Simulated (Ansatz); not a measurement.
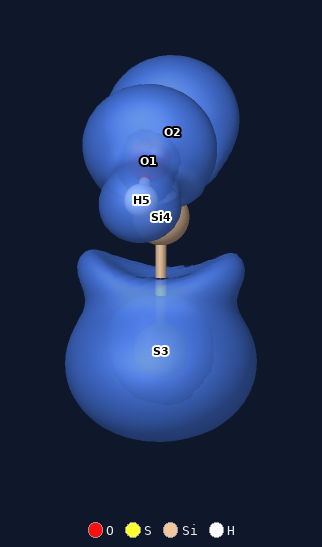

Figure 1: H₂O₂SSi (SMILES O[Si](O)=S). Isosurface of the electron localisation function at 0.75 (blue), seen at an oblique angle. Only the valence region is drawn (cores and ρ < 0.01 e/Å³ removed).

Geometry: PBE0-D3(BJ)/def2-SVP.

All numbers below come from isolated molecule in a Gaussian basis; Kohn-Sham density functional theory, functional PBE0 (Ansatz 0.2.0).

Input

```
crystal:
  periodic: [false, false, false]
  atoms:
    - {symbol: O, position_ang: [-1.533940, 1.137271, 3.243504]}
    - {symbol: O, position_ang: [-0.719531, -0.303699, 1.303740]}
    - {symbol: S, position_ang: [-3.716332, 0.816766, 0.889279]}
    - {symbol: Si, position_ang: [-2.020448, 0.554843, 1.795837]}
    - {symbol: H, position_ang: [-2.190858, 1.681459, 3.692123]}
    - {symbol: H, position_ang: [-0.827962, -0.729882, 0.446098]}
basis:
  gaussian: {orbitals: def2-TZVPD}
total_charge: 0
hamiltonian: {xc: pbe0}
output: {forces: true, orbitals: {seedname: orbitals}}
```

Run with:

```sh
ansatz run input.yaml --threads 1 --pin off --max-ram 2610MiB --events-out events.jsonl --progress --plain --runs-dir runs
```

**Describe the localisation domains.**

At this value the surface marks out one region on S in which the atom's valence shell and bonds are merged and two joined regions spread over several atoms (H, O), in which their bonds and any lone pairs are merged. Profiles from the grid: Si–O (1.63 Å): the ELF peaks at about 0.90 between the atoms: a shared but strongly polarised pair. Si–S (1.94 Å): the ELF peaks at about 0.85 between the atoms (a covalent bond).
